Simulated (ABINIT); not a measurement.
# SiO2 (Cristobalite): G0W0 with ABINIT, start to end, part 2 of 3

Wanted: ground state, empty states, screening and self-energy for SiO2 (Cristobalite).

ABINIT 10.8.3; PBE and many-body steps on it, plane waves. Known limits of the many-body steps: not at the basis limit; coarse k mesh.

So far. Step 2 (Ground state): The gap is direct, at Γ.

The database entry behind the starting cell lists a temperature of 340 K, so it need not match the best structure at ambient conditions.

## Step 3: Bands along the symmetry lines

Level of this step: DFT, PBE, plane waves, norm-conserving pseudopotentials (ABINIT).

The cheap functional maps the bands first; the places of the edges decide which points the dearer methods must see.

File run.abi:

```
acell 3*1.0 Angstrom
rprim 
  4.982000000000 0.000000000000 0.000000000000
  0.000000000000 4.982000000000 0.000000000000
  0.000000000000 0.000000000000 6.963000000000
ntypat 2
znucl 14 8
natom 12
typat 1 1 1 1 2 2 2 2 2 2 2 2
xred 
  0.298970000000 0.298970000000 -0.000000000000
  0.201030000000 0.798970000000 0.250000000000
  0.701030000000 0.701030000000 0.500000000000
  0.798970000000 0.201030000000 0.750000000000
  0.239890000000 0.103470000000 0.178130000000
  0.396530000000 0.739890000000 0.428130000000
  0.760110000000 0.896530000000 0.678130000000
  0.603470000000 0.260110000000 0.928130000000
  0.739890000000 0.396530000000 0.571870000000
  0.896530000000 0.760110000000 0.321870000000
  0.260110000000 0.603470000000 0.071870000000
  0.103470000000 0.239890000000 0.821870000000
pp_dirpath "pseudos"
pseudos "Si.upf, O.upf"
ecut 36
iscf -2
irdden 1
kptopt 0
nkpt 39
kpt 
  0.00000000 0.00000000 0.00000000
  0.00000000 0.12500000 0.00000000
  0.00000000 0.25000000 0.00000000
  0.00000000 0.37500000 0.00000000
  0.00000000 0.50000000 0.00000000
  0.12500000 0.50000000 0.00000000
  0.25000000 0.50000000 0.00000000
  0.37500000 0.50000000 0.00000000
  0.50000000 0.50000000 0.00000000
  0.37500000 0.37500000 0.00000000
  0.25000000 0.25000000 0.00000000
  0.12500000 0.12500000 0.00000000
  0.00000000 0.00000000 0.00000000
  0.00000000 0.00000000 0.12500000
  0.00000000 0.00000000 0.25000000
  0.00000000 0.00000000 0.37500000
  0.00000000 0.00000000 0.50000000
  0.00000000 0.12500000 0.50000000
  0.00000000 0.25000000 0.50000000
  0.00000000 0.37500000 0.50000000
  0.00000000 0.50000000 0.50000000
  0.12500000 0.50000000 0.50000000
  0.25000000 0.50000000 0.50000000
  0.37500000 0.50000000 0.50000000
  0.50000000 0.50000000 0.50000000
  0.37500000 0.37500000 0.50000000
  0.25000000 0.25000000 0.50000000
  0.12500000 0.12500000 0.50000000
  0.00000000 0.00000000 0.50000000
  0.00000000 0.50000000 0.00000000
  0.00000000 0.50000000 0.12500000
  0.00000000 0.50000000 0.25000000
  0.00000000 0.50000000 0.37500000
  0.00000000 0.50000000 0.50000000
  0.50000000 0.50000000 0.00000000
  0.50000000 0.50000000 0.12500000
  0.50000000 0.50000000 0.25000000
  0.50000000 0.50000000 0.37500000
  0.50000000 0.50000000 0.50000000
istwfk *1
nband 47
nbdbuf 10
tolwfr 1e-07
nstep 50
prtwf 0
prtvol 0
indata_prefix "in"
outdata_prefix "out"
tmpdata_prefix "tmp"
```

Started as:

```console
$ OMP_NUM_THREADS=1 mpirun -n 4 abinit run.abi > log
```

Numbers of over 12 decimals in the logs are rounded to 6 here.

Log:

```text
.Version 10.8.3 of ABINIT. v10.8.2 released Aug 2026.

 Symmetries : space group P4_1 2_1 2 (# 92); Bravais tP (primitive tetrag.)
[... echo of the input left out ...]
== DATASET  1 ==================================================================
-   mpi_nproc: 4, omp_nthreads: 1 (-1 if OMP is not activated)

--- !DatasetInfo
iteration_state: {dtset: 1, }
dimensions: {natom: 12, nkpt: 39, mband: 47, nsppol: 1, nspinor: 1, nspden: 1, mpw: 12066, }
cutoff_energies: {ecut:  36.0, pawecutdg:  -1.0, }
electrons: {nelect:   6.40000000E+01, charge:   0.00000000E+00, occopt:   1.00000000E+00, tsmear:   1.00000000E-02, }

 Real(R)+Recip(G) space primitive vectors, cartesian coordinates (Bohr,Bohr^-1):
 R(1)=  9.4146156  0.0000000  0.0000000  G(1)=  0.1062178  0.0000000  0.0000000
 R(2)=  0.0000000  9.4146156  0.0000000  G(2)=  0.0000000  0.1062178  0.0000000
 R(3)=  0.0000000  0.0000000 13.1581630  G(3)=  0.0000000  0.0000000  0.0759985
 Unit cell volume ucvol=  1.1662736E+03 bohr^3
 Angles (23,13,12)=  9.00000000E+01  9.00000000E+01  9.00000000E+01 degrees

 getcut: wavevector=  0.0000  0.0000  0.0000  ngfft=  54  54  72
         ecut(hartree)=     36.000   => boxcut(ratio)=   2.02591

--- Pseudopotential description ------------------------------------------------
- Si Generated using ONCVPSP code by D. R. Hamann
- 14.00000   4.00000  171031                  znucl, zion, pspdat
12 -101130 2 -1 1510                          pspcod,pspxc,lmax,lloc,mmax
     nproj     2     2     2
  pspatm : epsatm=    9.34321561
         --- l  ekb(1:nproj) -->
             0    5.168965    0.829883
             1    2.571282    0.578307
             2   -2.427311   -0.488097
 pspatm: atomic psp has been read  and splines computed

- O Generated using ONCVPSP code by D. R. Hamann
-  8.00000   6.00000  171031                  znucl, zion, pspdat
12 -101130 2 -1 936                           pspcod,pspxc,lmax,lloc,mmax
     nproj     2     2     1
  pspatm : epsatm=    6.19545534
         --- l  ekb(1:nproj) -->
[...]
2   -1.331955
 pspatm: atomic psp has been read  and splines computed

--------------------------------------------------------------------------------

================================================================================
 prteigrs : about to open file out_EIG
 Non-SCF case, kpt    1 (  0.00000  0.00000  0.00000), residuals and eigenvalues=
  3.64E-08  1.51E-08  2.28E-08  1.56E-08  8.12E-08  2.09E-08  1.54E-08  5.97E-08
  5.02E-08  3.20E-08  2.70E-08  4.45E-08  2.68E-08  5.97E-08  3.63E-08  4.80E-08
  9.22E-08  2.17E-08  4.92E-08  5.19E-08  7.92E-08  2.89E-08  7.98E-08  4.68E-08
[...]
7.12E-07  3.77E-06  2.22E-05  2.83E-05  1.73E-04  1.30E-05  3.52E-04
 -7.3918E-01 -7.0592E-01 -7.0592E-01 -6.6274E-01 -6.6084E-01 -6.6072E-01
 -6.6024E-01 -6.6024E-01 -3.7632E-01 -2.9860E-01 -2.9860E-01 -2.3991E-01
[...]
--- !ResultsGS
iteration_state: {dtset: 1, }
comment   : Summary of ground state results
lattice_vectors:
- [  9.4146156,   0.0000000,   0.0000000, ]
- [  0.0000000,   9.4146156,   0.0000000, ]
- [  0.0000000,   0.0000000,  13.1581630, ]
lattice_lengths: [   9.41462,    9.41462,   13.15816, ]
lattice_angles: [ 90.000,  90.000,  90.000, ] # degrees, (23, 13, 12)
lattice_volume:   1.1662736E+03
convergence: {deltae:  0.000E+00, res2:  0.000E+00, residm:  9.989E-08, diffor:  0.000E+00, }
etotal    :  -1.49810275E+02
entropy   :   0.00000000E+00
fermie    :  -2.55725752E-02
cartesian_stress_tensor: null
pressure_GPa: null
xred      :
- [  2.9897E-01,   2.9897E-01,   0.0000E+00, Si]
- [  2.0103E-01,   7.9897E-01,   2.5000E-01, Si]
- [  7.0103E-01,   7.0103E-01,   5.0000E-01, Si]
- [  7.9897E-01,   2.0103E-01,   7.5000E-01, Si]
- [  2.3989E-01,   1.0347E-01,   1.7813E-01,  O]
- [  3.9653E-01,   7.3989E-01,   4.2813E-01,  O]
- [  7.6011E-01,   8.9653E-01,   6.7813E-01,  O]
[...]
- [  2.6011E-01,   6.0347E-01,   7.1870E-02,  O]
- [  1.0347E-01,   2.3989E-01,   8.2187E-01,  O]
cartesian_forces: null
force_length_stats: {min: null, max: null, mean: null, }

 Integrated electronic density in atomic spheres:
 ------------------------------------------------
 Atom  Sphere_radius  Integrated_density
[...]
================================================================================

 ----iterations are completed or convergence reached----

 Mean square residual over all n,k,spin=   49.165E-09; max=  99.887E-09
 reduced coordinates (array xred) for   12 atoms
[...]
0.260110000000      0.603470000000      0.071870000000
       0.103470000000      0.239890000000      0.821870000000

 cartesian coordinates (angstrom) at end:
    1      1.489469     1.489469     0.000000
    2      1.001531     3.980469     1.740750
    3      3.492531     3.492531     3.481500
[...]
11      1.295868     3.006488     0.500431
   12      0.515488     1.195132     5.722681
 length scales=  1.889726125908  1.889726125908  1.889726125908 bohr
              =  1.000000000000  1.000000000000  1.000000000000 angstroms
 prteigrs : about to open file out_EIG
 Eigenvalues (hartree) for nkpt=  39  k points:
 kpt#   1, nband= 47, wtk=  1.00000, kpt=  0.0000  0.0000  0.0000 (reduced coord)
[...]
kpt#   2, nband= 47, wtk=  1.00000, kpt=  0.0000  0.1250  0.0000 (reduced coord)
[...]
kpt#   3, nband= 47, wtk=  1.00000, kpt=  0.0000  0.2500  0.0000 (reduced coord)
[...]
kpt#  38, nband= 47, wtk=  1.00000, kpt=  0.5000  0.5000  0.3750 (reduced coord)
[...]
0.35697    0.35697    0.36766    0.36766    0.44490    0.44812    0.45136
 kpt#  39, nband= 47, wtk=  1.00000, kpt=  0.5000  0.5000  0.5000 (reduced coord)
[...]
-0.07527   -0.07527   -0.07527   -0.07527   -0.04888   -0.04888   -0.04888   -0.04888
   0.31652    0.31652    0.31652    0.31652    0.33786    0.33786    0.33786    0.33786
   0.35972    0.35972    0.35972    0.35972    0.45158    0.45214    0.45665

== END DATASET(S) ==============================================================
================================================================================

 -outvars: echo values of variables after computation  --------
            nband          47
             nkpt          39
          spgroup          92
 [... the other variables as echoed above ...]

 Calculation completed.
```

Run time: 2 min. Hardware: 4 MPI ranks of Arm Neoverse V1, shared host; peak memory 0.68 GiB; 8.2 min of CPU time.

This step gave:

```
gap                        : 5.801 eV
k of the valence top       : 0, 0, 0
k of the conduction bottom : 0, 0, 0
least direct gap           : 5.801 eV
```

The gap is 5.801 eV, as in the run before at this level.

Electronic bands along the path, in eV, zero at the top of the highest filled band:

```
    point  band 29  band 30  band 31  band 32  band 33  band 34  band 35  band 36
        Γ    -0.66    -0.27    -0.27     0.00     5.80     8.90     8.90     9.30
        X    -0.65    -0.65    -0.47    -0.47     7.83     7.83     9.34     9.34
        M    -0.60    -0.60    -0.55    -0.55     8.79     8.79     8.93     8.93
        Γ    -0.66    -0.27    -0.27     0.00     5.80     8.90     8.90     9.30
        Z    -0.51    -0.51    -0.39    -0.39     7.03     7.03     9.53     9.53
        R    -0.94    -0.94    -0.17    -0.17     8.17     8.17     8.99     8.99
        A    -0.63    -0.63    -0.63    -0.63     9.31     9.31     9.31     9.31
        Z    -0.51    -0.51    -0.39    -0.39     7.03     7.03     9.53     9.53
jump to X    -0.65    -0.65    -0.47    -0.47     7.83     7.83     9.34     9.34
        R    -0.94    -0.94    -0.17    -0.17     8.17     8.17     8.99     8.99
jump to M    -0.60    -0.60    -0.55    -0.55     8.79     8.79     8.93     8.93
        A    -0.63    -0.63    -0.63    -0.63     9.31     9.31     9.31     9.31
```

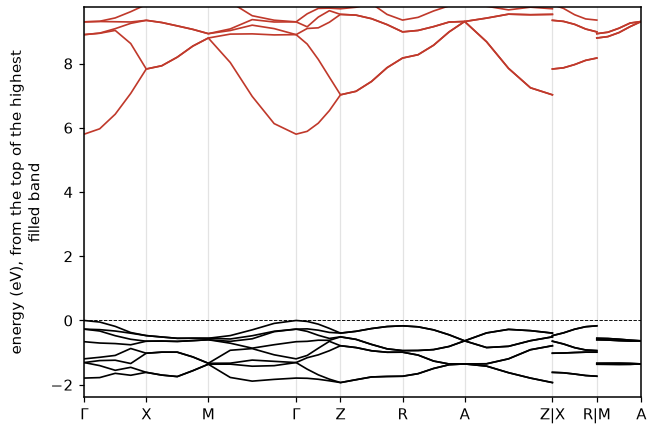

Electronic bands along the path; lines of filled and empty bands in two colours.

## Step 4: Empty states on the mesh, 2×2×2 mesh, 358 bands

The sums over transitions need many empty states on a uniform mesh; this step solves for them.

File run.abi:

```
acell 3*1.0 Angstrom
rprim 
  4.982000000000 0.000000000000 0.000000000000
  0.000000000000 4.982000000000 0.000000000000
  0.000000000000 0.000000000000 6.963000000000
ntypat 2
znucl 14 8
natom 12
typat 1 1 1 1 2 2 2 2 2 2 2 2
xred 
  0.298970000000 0.298970000000 -0.000000000000
  0.201030000000 0.798970000000 0.250000000000
  0.701030000000 0.701030000000 0.500000000000
  0.798970000000 0.201030000000 0.750000000000
  0.239890000000 0.103470000000 0.178130000000
  0.396530000000 0.739890000000 0.428130000000
  0.760110000000 0.896530000000 0.678130000000
  0.603470000000 0.260110000000 0.928130000000
  0.739890000000 0.396530000000 0.571870000000
  0.896530000000 0.760110000000 0.321870000000
  0.260110000000 0.603470000000 0.071870000000
  0.103470000000 0.239890000000 0.821870000000
pp_dirpath "pseudos"
pseudos "Si.upf, O.upf"
ecut 36
ngkpt 2 2 2
nshiftk 1
shiftk 0 0 0
kptopt 1
chksymbreak 0
iscf -2
irdden 1
istwfk *1
nband 358
nbdbuf 32
tolwfr 1e-09
nstep 60
prtvol 0
indata_prefix "in"
outdata_prefix "out"
tmpdata_prefix "tmp"
```

Log:

```text
.Version 10.8.3 of ABINIT. v10.8.2 released Aug 2026.

 Symmetries : space group P4_1 2_1 2 (# 92); Bravais tP (primitive tetrag.)
[... echo of the input left out ...]
== DATASET  1 ==================================================================
-   mpi_nproc: 4, omp_nthreads: 1 (-1 if OMP is not activated)

--- !DatasetInfo
iteration_state: {dtset: 1, }
dimensions: {natom: 12, nkpt: 6, mband: 358, nsppol: 1, nspinor: 1, nspden: 1, mpw: 12056, }
cutoff_energies: {ecut:  36.0, pawecutdg:  -1.0, }
electrons: {nelect:   6.40000000E+01, charge:   0.00000000E+00, occopt:   1.00000000E+00, tsmear:   1.00000000E-02, }

 Real(R)+Recip(G) space primitive vectors, cartesian coordinates (Bohr,Bohr^-1):
 R(1)=  9.4146156  0.0000000  0.0000000  G(1)=  0.1062178  0.0000000  0.0000000
 R(2)=  0.0000000  9.4146156  0.0000000  G(2)=  0.0000000  0.1062178  0.0000000
 R(3)=  0.0000000  0.0000000 13.1581630  G(3)=  0.0000000  0.0000000  0.0759985
 Unit cell volume ucvol=  1.1662736E+03 bohr^3
 Angles (23,13,12)=  9.00000000E+01  9.00000000E+01  9.00000000E+01 degrees

 getcut: wavevector=  0.0000  0.0000  0.0000  ngfft=  54  54  72
         ecut(hartree)=     36.000   => boxcut(ratio)=   2.02591

--- Pseudopotential description ------------------------------------------------
- Si Generated using ONCVPSP code by D. R. Hamann
- 14.00000   4.00000  171031                  znucl, zion, pspdat
12 -101130 2 -1 1510                          pspcod,pspxc,lmax,lloc,mmax
     nproj     2     2     2
  pspatm : epsatm=    9.34321561
         --- l  ekb(1:nproj) -->
             0    5.168965    0.829883
             1    2.571282    0.578307
             2   -2.427311   -0.488097
 pspatm: atomic psp has been read  and splines computed

- O Generated using ONCVPSP code by D. R. Hamann
-  8.00000   6.00000  171031                  znucl, zion, pspdat
12 -101130 2 -1 936                           pspcod,pspxc,lmax,lloc,mmax
     nproj     2     2     1
  pspatm : epsatm=    6.19545534
         --- l  ekb(1:nproj) -->
[...]
2   -1.331955
 pspatm: atomic psp has been read  and splines computed

--------------------------------------------------------------------------------

================================================================================
 prteigrs : about to open file out_EIG
 Non-SCF case, kpt    1 (  0.00000  0.00000  0.00000), residuals and eigenvalues=
  3.74E-11  3.90E-11  8.89E-10  5.20E-11  4.13E-11  3.31E-11  4.63E-11  6.74E-11
  8.80E-11  9.82E-11  1.10E-10  8.97E-11  9.66E-11  1.17E-10  1.52E-10  1.23E-10
  9.81E-11  8.56E-11  1.04E-10  9.98E-11  9.50E-11  9.93E-11  7.69E-11  9.12E-11
[...]
9.05E-05  3.01E-04  1.21E-04  2.58E-04  9.46E-04  1.22E-04
 -7.3918E-01 -7.0593E-01 -7.0593E-01 -6.6274E-01 -6.6084E-01 -6.6072E-01
 -6.6024E-01 -6.6024E-01 -3.7632E-01 -2.9860E-01 -2.9860E-01 -2.3991E-01
[...]
3.0080E+00  3.0324E+00  3.0361E+00  3.0362E+00  3.0649E+00  3.0666E+00
  3.0763E+00  3.0789E+00  3.0839E+00  3.0912E+00
 prteigrs : prtvol=0 or 1, do not print more k-points.

--- !ResultsGS
iteration_state: {dtset: 1, }
comment   : Summary of ground state results
lattice_vectors:
- [  9.4146156,   0.0000000,   0.0000000, ]
- [  0.0000000,   9.4146156,   0.0000000, ]
- [  0.0000000,   0.0000000,  13.1581630, ]
lattice_lengths: [   9.41462,    9.41462,   13.15816, ]
lattice_angles: [ 90.000,  90.000,  90.000, ] # degrees, (23, 13, 12)
lattice_volume:   1.1662736E+03
convergence: {deltae:  0.000E+00, res2:  0.000E+00, residm:  9.963E-10, diffor:  0.000E+00, }
etotal    :  -1.49810275E+02
entropy   :   0.00000000E+00
fermie    :  -2.55725752E-02
cartesian_stress_tensor: null
pressure_GPa: null
xred      :
- [  2.9897E-01,   2.9897E-01,   0.0000E+00, Si]
- [  2.0103E-01,   7.9897E-01,   2.5000E-01, Si]
- [  7.0103E-01,   7.0103E-01,   5.0000E-01, Si]
- [  7.9897E-01,   2.0103E-01,   7.5000E-01, Si]
- [  2.3989E-01,   1.0347E-01,   1.7813E-01,  O]
- [  3.9653E-01,   7.3989E-01,   4.2813E-01,  O]
- [  7.6011E-01,   8.9653E-01,   6.7813E-01,  O]
[...]
- [  2.6011E-01,   6.0347E-01,   7.1870E-02,  O]
- [  1.0347E-01,   2.3989E-01,   8.2187E-01,  O]
cartesian_forces: null
force_length_stats: {min: null, max: null, mean: null, }

 Integrated electronic density in atomic spheres:
 ------------------------------------------------
 Atom  Sphere_radius  Integrated_density
[...]
================================================================================

 ----iterations are completed or convergence reached----

 Mean square residual over all n,k,spin=   38.698E-11; max=  99.627E-11
 reduced coordinates (array xred) for   12 atoms
[...]
0.260110000000      0.603470000000      0.071870000000
       0.103470000000      0.239890000000      0.821870000000

 cartesian coordinates (angstrom) at end:
    1      1.489469     1.489469     0.000000
    2      1.001531     3.980469     1.740750
[...]
11      1.295868     3.006488     0.500431
   12      0.515488     1.195132     5.722681
 length scales=  1.889726125908  1.889726125908  1.889726125908 bohr
              =  1.000000000000  1.000000000000  1.000000000000 angstroms
 prteigrs : about to open file out_EIG
 Eigenvalues (hartree) for nkpt=   6  k points:
 kpt#   1, nband=358, wtk=  0.12500, kpt=  0.0000  0.0000  0.0000 (reduced coord)
[...]
2.94215    2.94215    2.95002    2.95002    2.95130    2.95160    2.97221    2.97221
   2.98347    2.98841    3.00735    3.00736    3.00803    3.03238    3.03612    3.03615
   3.06488    3.06662    3.07630    3.07890    3.08395    3.09124
 prteigrs : prtvol=0 or 1, do not print more k-points.

== END DATASET(S) ==============================================================
================================================================================

 -outvars: echo values of variables after computation  --------
            nband         358
             nkpt           6
          spgroup          92
 [... the other variables as echoed above ...]

 Calculation completed.
```

Elapsed: 9.8 min, on 4 MPI ranks; peak memory 0.78 GiB.

Numbers from this step:

| Item | Value |
| --- | --- |
| gap | 5.801 eV |
| k of the valence top | 0, 0, 0 |
| k of the conduction bottom | 0, 0, 0 |
| least direct gap | 5.801 eV |
| k points computed | 6 |
| lowest point of the top converged band, above the valence top | 78.5187 eV |

On this mesh the gap is 5.801 eV.

## Step 5: Screening, 2×2×2 mesh, 326 bands, screening to 155.1 eV

The RPA dielectric matrix is built and inverted for each q.

This step: RPA screening on PBE, plane waves, norm-conserving pseudopotentials.

Edit run.abi of step 4 so:

```diff
@@ -30,10 +30,11 @@
 chksymbreak 0
-iscf -2
-irdden 1
 istwfk *1
-nband 358
-nbdbuf 32
-tolwfr 1e-09
-nstep 60
-prtvol 0
+occopt 1
+irdwfk 1
+optdriver 3
+nband 326
+ecuteps 5.7
+inclvkb 2
+awtr 1
+symchi 1
 indata_prefix "in"
```

Log:

```text
.Version 10.8.3 of ABINIT. v10.8.2 released Aug 2026.

 Symmetries : space group P4_1 2_1 2 (# 92); Bravais tP (primitive tetrag.)
[... echo of the input left out ...]
== DATASET  1 ==================================================================
-   mpi_nproc: 4, omp_nthreads: 1 (-1 if OMP is not activated)

--- !DatasetInfo
iteration_state: {dtset: 1, }
dimensions: {natom: 12, nkpt: 6, mband: 326, nsppol: 1, nspinor: 1, nspden: 1, mpw: 12056, }
cutoff_energies: {ecut:  36.0, pawecutdg:  -1.0, }
electrons: {nelect:   6.40000000E+01, charge:   0.00000000E+00, occopt:   1.00000000E+00, tsmear:   1.00000000E-02, }

 SCREENING: Calculation of the susceptibility and dielectric matrices

 Based on a program developped by R.W. Godby, V. Olevano, G. Onida, and L. Reining.
 Incorporated in ABINIT by V. Olevano, G.-M. Rignanese, and M. Torrent.
.Using double precision arithmetic ; gwpc =  8

[... cell and pseudopotentials left out ...]
--------------------------------------------------------------------------------

 ==== K-mesh for the wavefunctions ====
 Number of points in the irreducible wedge :     6
[... list of points left out ...]
 Together with  8 symmetry operations and time-reversal symmetry
 yields     8 points in the full Brillouin Zone.

 ==== Q-mesh for the screening function ====
 Number of points in the irreducible wedge :     6
[... list of points left out ...]
 Together with  8 symmetry operations and time-reversal symmetry
 yields     8 points in the full Brillouin Zone.

 setmesh: FFT mesh size selected  =    48x   48x   60
          total number of points  =       138240

 vcoul_init : cutoff-mode = AUXILIARY_FUNCTION
 q-points for optical limit:   1
     1)      0.000010    0.000020    0.000030

- screening: taking advantage of time-reversal symmetry
- Maximum band index for partially occupied states nbvw = 32
- Remaining bands to be divided among processors   nbcw = 294
- Number of bands treated by each node ~73

 Number of electrons calculated from density =   64.0000; Expected =   64.0000
 average of density, n =  0.054876
 r_s =    1.6325
 omega_plasma =   22.5967 [eV]

 calculating chi0 at frequencies [eV] :
  1    0.000000E+00    0.000000E+00
  2    0.000000E+00    2.259672E+01

--------------------------------------------------------------------------------
  q-point number  1        q = ( 0.000000, 0.000000, 0.000000) [r.l.u.]
--------------------------------------------------------------------------------
[... chi0 elements left out ...]
 For q-point:  0.000010 0.000020 0.000030
  dielectric constant =   2.1393
  dielectric constant without local fields =   2.3458

  Average fulfillment of the sum rule on Im[epsilon] for q-point    1 :     70.73  [%]
[... wings left out ...]
  q-point number  2        q = ( 0.500000, 0.000000, 0.000000) [r.l.u.]
--------------------------------------------------------------------------------
[... chi0 elements left out ...]
  Average fulfillment of the sum rule on Im[epsilon] for q-point    2 :     73.80  [%]

 [... 4 further q-points ...]
```

Elapsed: 9.2 min, on 4 MPI ranks; peak memory 6.7 GiB; 37 min of CPU time.

Numbers from this step:

```
ε∞ with local fields, on this mesh, along the program's q direction : 2.139
the same without local fields                                       : 2.346
plasma frequency                                                    : 22.60 eV
plane waves in the screening matrix                                 : 751
```

Local fields lower ε∞ by 9 %. On a Γ-centred mesh this coarse the value itself is usually too large, while a short band sum pulls it down.

(Continued in part 3 of 3.)

[Paths, hosts, dates, memory and timing lines, banners, echoed tables and standing remarks are left out of the program output.]

[Logs are printed without paths, hosts, clocks, repeated set-up lines and the standing remarks that a program may print on its own settings, such as how far it seeks lower states.]

[Runs of the session that timed out or met a known fault of the program may be left out.]

[Hosts, paths, dates, database ids (printed as entryN), source tags and the programs' standing remarks are cut or masked in the printed files.]

[G0W0 gaps are taken among the corrected bands and points alone; a level outside them can change the order at an edge.]

[Where Ansatz stands beside ABINIT at settings called matched, ABINIT's density can come from a denser mesh and the files from another edition; pairs whose starting gaps differed by over 0.03 eV were left out, so agreement reads better than it is.]
